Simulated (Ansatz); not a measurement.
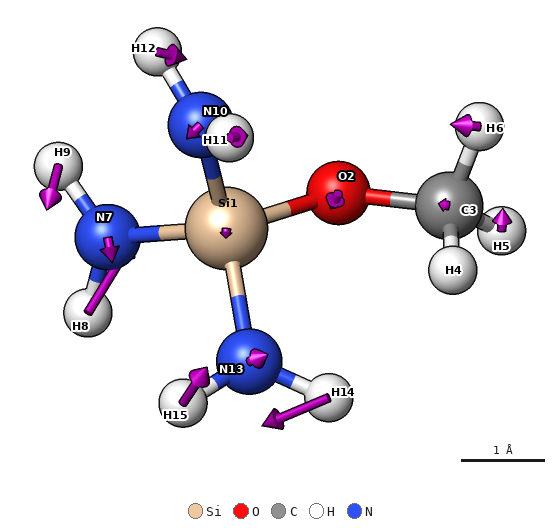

A relaxation of CH9N3OSi. The starting structure is drawn; purple arrows show the displacements, at their true length. The two geometries are superimposed by the best rigid fit.

A ball-and-stick model, seen at a tilt.

The run prepares the start of a later molecular dynamics calculation, from a guessed geometry.

Computed with RKS PBE-D4/STO-3G in Ansatz.

The input:
```yaml
crystal:
  periodic: [false, false, false]
  atoms:
    - { symbol: Si, position_ang: [0.0, 0.0, 0.0] }
    - { symbol: O, position_ang: [0.0, 0.0, 1.68] }
    - { symbol: C, position_ang: [-1.1112, -0.3437, 2.4945] }
    - { symbol: H, position_ang: [-1.814, -0.9775, 1.9143] }
    - { symbol: H, position_ang: [-0.7584, -0.9037, 3.3856] }
    - { symbol: H, position_ang: [-1.6313, 0.5809, 2.8212] }
    - { symbol: "N", position_ang: [1.7163, 0.0, -0.6061] }
    - { symbol: H, position_ang: [2.2145, -0.918, -0.7868] }
    - { symbol: H, position_ang: [2.2175, 0.918, -0.7783] }
    - { symbol: "N", position_ang: [-0.8572, 1.4851, -0.6061] }
    - { symbol: H, position_ang: [-1.8773, 1.43, -0.8888] }
    - { symbol: H, position_ang: [-0.3367, 2.4058, -0.6766] }
    - { symbol: "N", position_ang: [-0.8572, -1.4851, -0.6061] }
    - { symbol: H, position_ang: [-1.3922, -2.1014, 0.0704] }
    - { symbol: H, position_ang: [-0.8219, -1.7344, -1.6357] }
basis:
  gaussian: { orbitals: STO-3G }
hamiltonian:
  xc: pbe
  dispersion: d4
relax:
  f_tol: 0.02
  max_steps: 40
```

Command:
```bash
ansatz run input.yaml --threads 1 --pin off --max-ram 2048MiB --backend cpu --events-out ev --progress --plain --runs-dir out
```

Which element moves most?

Answer. Hydrogen: up to 1.19 Å, against 0.34 Å for nitrogen.

What happened in the run?

Answer. After 15 accepted moves (18 points after the start) the energy has fallen by 127.4 kJ/mol. The largest force component goes from 2.9 to 0.014 eV/Å. The line search rejected the trial steps at points 12, 13, 17 of the run. The largest move after the best rigid fit is that of H8, 1.19 Å. By element the largest moves are H 1.19 Å, N 0.34 Å, O 0.31 Å, C 0.15 Å, Si 0.13 Å. Near-neighbour distances that change, for instance: Si1–O2 1.680 → 1.734 Å, O2–C3 1.420 → 1.470 Å, Si1–N7 1.820 → 1.783 Å, Si1–N10 1.819 → 1.789 Å. Among the angles between lasting bonds that change: H14–N13–H15 120.0° → 102.3°, H11–N10–H12 120.0° → 102.7°, H8–N7–H9 120.0° → 103.6°. Groups turn about O2–C3 by about 20°. The run took 2 min on 1 thread of Arm Neoverse N1, with other jobs on the host, peak memory 0.15 GiB.

Limits of the set-up: STO-3G is a minimal basis, so the numbers are rough.
